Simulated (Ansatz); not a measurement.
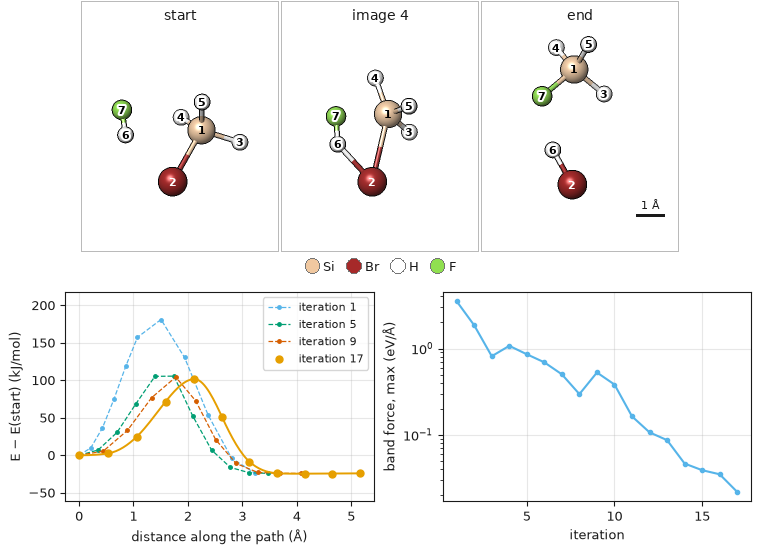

A search for the minimum-energy path of SiH4BrF, made up at the start of SiH₃Br and HF by the nudged elastic band. Images are numbered from 0 (start) to 10 (end). The plot follows the band through its iterations. Style: ball-and-stick. Shown at a tilt.

The calculation used RKS PBE0-D4/def2-SVP (Ansatz 0.2.0). Run with 9 movable images; climbing image; force threshold 0.03 eV/Å; iteration limit 59; starting path through a guess of the saddle point.

Judge this run.

Answer. The result is final at these settings. The band converged in 17 iterations. The largest component of the band force went from 3.5 to 0.022 eV/Å. The climbing image converged on the top of the path. Its vibrational analysis gives one imaginary mode (346i cm⁻¹), as a transition state must have. The first iteration put the highest image at 181.1 kJ/mol. Forward barrier 101.6 kJ/mol, backward barrier 125.7 kJ/mol, with image 4 at the top; the reaction energy is −24.1 kJ/mol. Image 8 lies below both ends, at −24.5 kJ/mol, which points to an intermediate minimum that so few images don't resolve.

Limits of the set-up: the start holds two separate molecules, 2.4 Å apart at their closest, whose relative position is a soft coordinate.

The run took 5.1 min on 2 threads of AMD EPYC 7R43 64-Core Processor (Zen 3), with other jobs on the host, peak memory 0.2 GiB.
